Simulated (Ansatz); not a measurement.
Pressure series in hypothetical zinc blende PbTe

The parent structure is PbTe in the zinc blende structure (space group F-43m, No. 216; a = 7.284 Å; a hypothetical phase, not in the database extracts checked).

Cell and atoms are relaxed at each pressure.

All numbers come from Ansatz (a program for electronic structure) r2SCAN, no spin-orbit coupling.

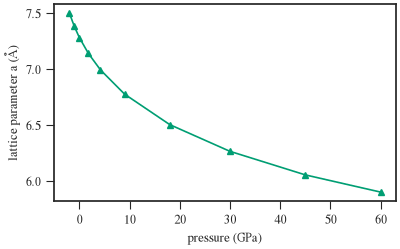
Figure: Lattice parameter a against pressure

| pressure (GPa) | lattice parameter a |
|---|---|
| -2 | 7.505 Å |
| -1 | 7.384 Å |
| 1.8 | 7.142 Å |
| 4.2 | 6.995 Å |
| 9 | 6.779 Å |
| 18 | 6.506 Å |
| 30 | 6.267 Å |
| 45 | 6.056 Å |
| 60 | 5.903 Å |

A case with no gap was solved on a k-mesh chosen for an insulator, which is coarse for it. Load acts through the strain it causes; cell and atoms are relaxed under it. No phonon test of stability was made. Competing high-pressure phases were not computed. All final runs are without spin polarisation.
